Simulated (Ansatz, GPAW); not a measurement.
# Polarising a 4-layer slab of Pb(100) with a field along the normal

The dipole of the cell at several fields, atoms fixed. What does the strongest field give, and what length does the slope stand for?

Set-up. GPAW 26.7.0, plane waves (400 eV), PAW setups, PBE, 9×9 mesh, a dipole layer in the vacuum; geometry relaxed without an applied field with Ansatz 0.2.0. The cell's area is 12.25 Å², and e/ε0 = 180.95 V Å.

The runs, one held back:

| field (V/Å) | dipole (e Å) |
| --- | --- |
| −0.2 | −0.1499 |
| −0.1 | −0.0754 |
| −0.05 | −0.0382 |
| 0.05 | 0.0362 |
| 0.1 | 0.0734 |
| 0.2 | 0.1479 |
| 0.3 | ? |

To predict: What is the dipole at 0.3 V/Å?

**Working.** A line through the 6 points has the slope α = 0.744 e Å per V/Å and the intercept p₀ = −0.0010 e Å (r.m.s. residual 2.8e−05). At 0.3 V/Å it gives p = −0.0010 + 0.744 × 0.3 = 0.2223 e Å; the run gives 0.2225 e Å, so the response stays linear to 0.1 % of the induced part. Dividing by ε0 and the area: α/(ε0 A) = 0.744 × 180.95 / 12.25 = 10.99 Å, against 7.55 Å between the outer nuclei. A metal screens fully, so the excess of 3.45 Å puts the image planes about 1.72 Å outside the outer atoms on average.

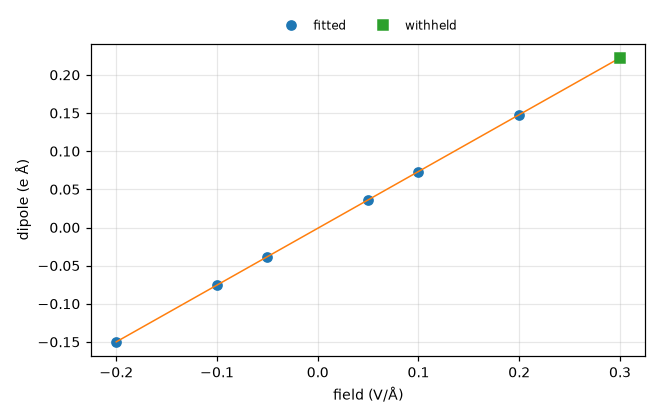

The line and the withheld run.

**Limits.** This is the electronic response alone; ions that move would add to it in polar layers. No run was spin-polarised, so magnetic states weren't tested. Spin-orbit coupling is left out, which matters for the heavier atoms here.
